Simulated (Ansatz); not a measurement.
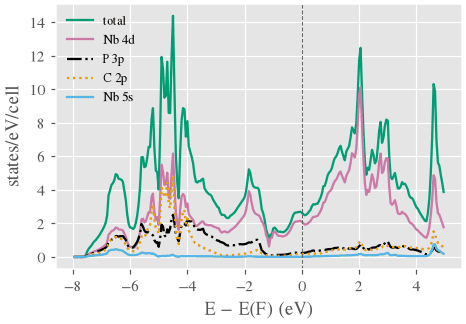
Figure. Total and projected density of states of Nb2PC in space group P6_3/mmc (No. 194; Nb on 4f, P on 2d, C on 2a), plane-wave PAW r²SCAN (Ansatz code)

Q: Which orbitals carry the states next to the Fermi level?

A: Within 0.5 eV of the Fermi level: Nb 4d 78 %, P 3p 10 %, C 2p 7 %. Projections are on Löwdin-orthogonalised atomic valence shells; empty p or d shells of many metals are not among them.

Q: Where is the tallest occupied peak in this window, and what makes it?

A: Near -4.5 eV, about 14 states/eV per cell; the largest projected share is Nb 4d.

The first step of the workflow began from a Materials Project structure, measured or hypothetical; the Crystallography Open Database copy checked does not list it. Whether it is the stable phase at ambient conditions was not checked. Symmetry was held in the r²SCAN relaxation; its stability against distortions is not shown here. The run is not spin-polarised. Scalar-relativistic: spin–orbit coupling is off unless named, which matters more the heavier the elements.

Potentials: the later of the program's two PAW sets.
